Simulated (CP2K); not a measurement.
# CH5FS2Si (SMILES FC([SiH3])SS) at GFN2-xTB

Aim: the vertical ionisation energy of CH5FS2Si at GFN2-xTB, from 2 runs. 

The calculation is run with CP2K 2026.2.

1 further run of the same task is left out (set aside as unsound or not needed).

## (1) The system as given

CH5FS2Si: 10 atoms, total charge 0, spin state singlet. SMILES: `FC([SiH3])SS`. The coordinates come from a GFN2-xTB relaxation. This is one conformer, not always the lowest.

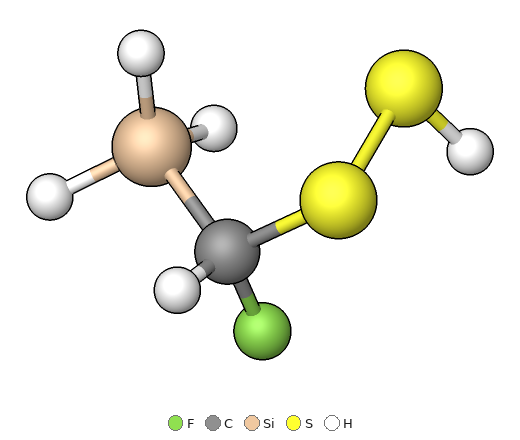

The structure, seen from a chosen angle (fluorine green, carbon grey, silicon light orange, sulfur yellow, hydrogen white).

## (2) A single-point energy at GFN2-xTB

Contents of mol.inp:

```
&FORCE_EVAL
   METHOD Quickstep
   &DFT
      ! Quickstep
      &QS
         METHOD XTB
         EPS_DEFAULT 1.0E-10
         &XTB
            GFN_TYPE TBLITE
            &TBLITE
               METHOD GFN2
            &END
            CHECK_ATOMIC_CHARGES F
         &END
      &END
      &POISSON
         PERIODIC NONE
         POISSON_SOLVER ANALYTIC
      &END
      &SCF
         SCF_GUESS ATOMIC
         EPS_SCF 1.0E-06
         MAX_SCF 150
         ADDED_MOS 4
         &DIAGONALIZATION
            ALGORITHM STANDARD
         &END
         &MIXING
            METHOD DIRECT_P_MIXING
            ALPHA 0.4
         &END
         &SMEAR ON
            METHOD FERMI_DIRAC
            ELECTRONIC_TEMPERATURE [K] 300
         &END
      &END
      ! extra output
      &PRINT
         &MOMENTS
            PERIODIC F
            REFERENCE COM
            MAX_MOMENT 1
         &END
         &MO ON
            ENERGIES T
            OCCUPATION_NUMBERS T
            NDIGITS 6
            &EACH
               QS_SCF 0
            &END
            ADD_LAST NUMERIC
         &END
         &HIRSHFELD OFF
         &END
      &END
   &END
   ! atoms, cell and kinds
   &SUBSYS
      ! vacuum box
      &CELL
         ABC 13.7 13.3 14.6
         PERIODIC NONE
      &END
      &COORD
         SCALED T
         F    0.43088321   0.37476241   0.52246507
         C    0.43875693   0.47809023   0.52415548
         Si   0.52165109   0.52097218   0.42429795
         S    0.47819051   0.51868496   0.63743973
         S    0.62647664   0.50793459   0.63157055
         H    0.36433577   0.50727293   0.51895479
         H    0.54773796   0.62523759   0.44319589
         H    0.46053650   0.51026767   0.34296370
         H    0.60485474   0.45268421   0.42224315
         H    0.63566423   0.41153609   0.65703630
      &END
   &END
&END

&GLOBAL
   PROJECT_NAME mol
   RUN_TYPE ENERGY
   PRINT_LEVEL MEDIUM
&END
```

The run is started by

```sh
OMP_NUM_THREADS=1 cp2k.psmp -i mol.inp -o mol.out
```

Output:

```text
CP2K| version string:                                       CP2K version 2026.2
[...]
 GLOBAL| Method name                                                        CP2K
[...]
 GLOBAL| Run type                                                         ENERGY
[...]
                             - Atoms:                                         10
[...]
                             - Spherical basis functions:                     40
[...]
 Number of electrons:                                                         32
[...]
  *** SCF run converged in    15 steps ***
[...]
  Fermi energy:                                                -0.29507113218794
[...]
 TB_DIPOLE| Moment [Debye]          1.15996880       1.03450067      -2.26208002
 TB_DIPOLE| Derivative [a.u.]       0.00000000       0.00000000       0.00000000
[...]
 ENERGY| Total FORCE_EVAL ( QS ) energy [hartree]            -17.645521172835597
[...]
```

Wall time 0.88 s (1 thread of Intel Xeon 6975P-C (Granite Rapids), shared host); peak memory 0.19 GiB.

## (3) The doublet cation

Contents of mol.inp:

```
&GLOBAL
 PROJECT_NAME mol
 RUN_TYPE ENERGY
 PRINT_LEVEL MEDIUM
&END
&FORCE_EVAL
 METHOD Quickstep
 &DFT
  CHARGE 1
  MULTIPLICITY 2
  LSD T
  # Quickstep
  &QS
   METHOD XTB
   EPS_DEFAULT 1.0E-10
   &XTB
    GFN_TYPE TBLITE
    &TBLITE
     METHOD GFN2
    &END
    CHECK_ATOMIC_CHARGES F
   &END
  &END
  # cluster boundary conditions
  &POISSON
   PERIODIC NONE
   POISSON_SOLVER ANALYTIC
  &END
  # SCF settings
  &SCF
   SCF_GUESS ATOMIC
   EPS_SCF 1.0E-06
   MAX_SCF 150
   ADDED_MOS 4
   &DIAGONALIZATION
    ALGORITHM STANDARD
   &END
   &MIXING
    METHOD DIRECT_P_MIXING
    ALPHA 0.4
   &END
   &SMEAR ON
    METHOD FERMI_DIRAC
    ELECTRONIC_TEMPERATURE [K] 300
   &END
  &END
  # extra output
  &PRINT
   &MOMENTS
    PERIODIC F
    REFERENCE COM
    MAX_MOMENT 1
   &END
   &MO ON
    ENERGIES T
    OCCUPATION_NUMBERS T
    NDIGITS 6
    &EACH
     QS_SCF 0
    &END
    ADD_LAST NUMERIC
   &END
   &HIRSHFELD OFF
   &END
  &END
 &END
 &SUBSYS
  &CELL
   ABC [angstrom] 13.7 13.3 14.6
   PERIODIC NONE
  &END
  &COORD
   SCALED T
   F    0.43088321   0.37476241   0.52246507
   C    0.43875693   0.47809023   0.52415548
   Si   0.52165109   0.52097218   0.42429795
   S    0.47819051   0.51868496   0.63743973
   S    0.62647664   0.50793459   0.63157055
   H    0.36433577   0.50727293   0.51895479
   H    0.54773796   0.62523759   0.44319589
   H    0.46053650   0.51026767   0.34296370
   H    0.60485474   0.45268421   0.42224315
   H    0.63566423   0.41153609   0.65703630
  &END
 &END
&END
```

The run is started by

```sh
OMP_NUM_THREADS=1 cp2k.psmp -i mol.inp -o mol.out
```

Output:

```text
CP2K| version string:                                       CP2K version 2026.2
[...]
 GLOBAL| Method name                                                        CP2K
[...]
 GLOBAL| Run type                                                         ENERGY
[...]
                             - Atoms:                                         10
[...]
                             - Spherical basis functions:                     40
[...]
 Number of electrons:                                                         16
[...]
  *** SCF run converged in    23 steps ***
[...]
  Fermi energy:                                                -0.59714334745721
[...]
 TB_DIPOLE| Moment [Debye]          1.85676370       1.71671566      -0.93152333
 TB_DIPOLE| Derivative [a.u.]       0.00000000       0.00000000       0.00000000
[...]
 ENERGY| Total FORCE_EVAL ( QS ) energy [hartree]            -17.150563038179040
[...]
```

Wall time 0.97 s (1 thread of Intel Xeon 6975P-C (Granite Rapids), shared host); peak memory 0.18 GiB.

## (4) Outcome

At GFN2-xTB:

```
                                                   quantity         value
                             singlet CH5FS2Si: total energy  -17.64552 Eh
singlet CH5FS2Si: dipole moment (from atomic charges alone)        2.74 D
                              singlet CH5FS2Si: HOMO energy     -10.65 eV
                              singlet CH5FS2Si: LUMO energy      -7.15 eV
                            singlet CH5FS2Si: HOMO–LUMO gap       3.50 eV
                               doublet cation: total energy  -17.15056 Eh
         doublet cation: HOMO energy (highest over α and β)     -16.33 eV
          doublet cation: LUMO energy (lowest over α and β)     -16.17 eV
         vertical ionisation energy (to the doublet cation)     13.468 eV
```

What this shows: Removing an electron at fixed nuclei costs 13.47 eV (311 kcal/mol). No empirical shift is applied, and without it xTB methods put this difference several eV too high. The dipole (singlet CH5FS2Si) comes from point charges on the atoms alone, without atomic dipoles, so it is partial.
